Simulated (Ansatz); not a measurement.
The end point of a relaxation of CeO₂. Method: PBE (plane waves to 420 eV, PAW, scalar-relativistic; Ansatz, a quantum-chemistry and plane-wave program).

Fm-3m (No. 225), cF12, fluorite type; a = 5.4645 Å, b = 5.4645 Å, c = 5.4645 Å, α = 90.00°, β = 90.00°, γ = 90.00°.

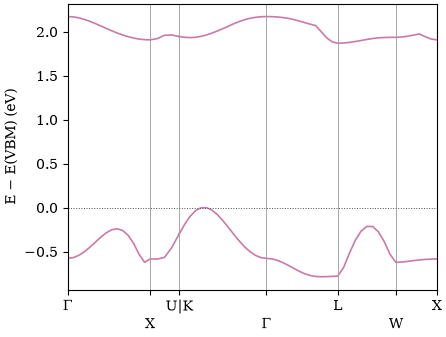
*Highest filled and lowest empty band along the path of this cell's Brillouin zone*

### Question
Read off the gap and say whether it is direct.

### Answer
1.87 eV, indirect (valence top at 31 % of the way from K to Γ, conduction bottom at L) (no spin-orbit coupling).

### Question
How far does the top valence band disperse along this path?

### Answer
About 0.8 eV.

No spin polarisation in the result: the starting moments vanished. The d or f electrons are treated with no Hubbard U. The 4f state was not searched, so a lower electronic state may exist.

Measured for CeO2: a 5.391 Å (0 K or low temperature; as listed in Stimac, Jared C., Goldman, Nir, arXiv (2024)); gap 3 eV (as listed in Fabien Tran et al., Journal of Applied Physics (2019)). Computed minus measured — a: PBE +1.4 %; gap: PBE -1.13 eV. The computed values are for a static lattice, and a measured gap can be an optical one, lowered by exciton binding.

The run could not lose the symmetry of its start; a randomly shaken copy of 3 atoms returns to this structure.

All atoms sit on sites fixed by symmetry, so only the cell could relax.
